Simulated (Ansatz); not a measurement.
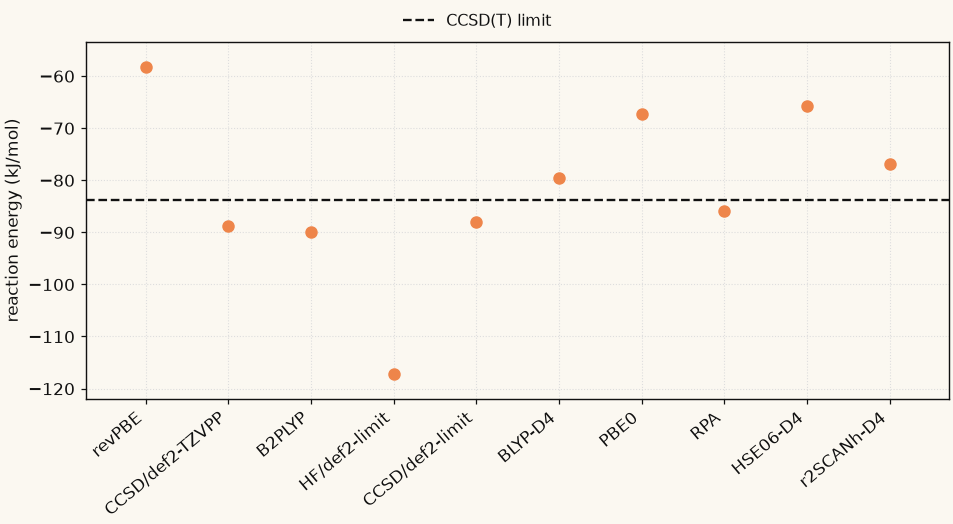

Electronic reaction energy of Si₃H₈ ([SiH3][SiH2][SiH3]) + GeH₂O ([OH][GeH]) [singlet] → GeSiH₄O ([SiH3][O][GeH]) [singlet] + Si₂H₆ ([SiH3][SiH3]) (SMILES in brackets) at several levels (functionals in def2-TZVPP unless a basis is named), isolated molecules at PBE0-D4 triple-zeta geometries, minima by their frequencies, no zero-point or thermal terms, the Ansatz code 0.2.0. The line is frozen-core CCSD(T) at the basis limit (MP2 extrapolated from triple and quadruple zeta, plus CCSD(T) less MP2 in a smaller set). B2PLYP and RPA hold a correlation term that converges slowly with the basis, so part of the distance to the limit is basis error. No dispersion term is added to revPBE, B2PLYP and PBE0. The distance of CCSD/def2-TZVPP to the limit includes basis error.

**What do zero-point energy and temperature add?**

Zero-point change −5.0 kJ/mol; at 298.15 K and 1 bar the CCSD(T) limit plus thermal terms gives an enthalpy of reaction of −89.3 and a free energy of −86.6 kJ/mol (harmonic PBE0-D4 modes, ideal gas).

**What range do the values span, the line included?**

From −117.2 kJ/mol (HF/def2-limit) to −58.2 kJ/mol (revPBE).

Caveats: no scalar relativity up to krypton; outer-core shells are correlated without core-valence functions, which makes the correlated values less sure.
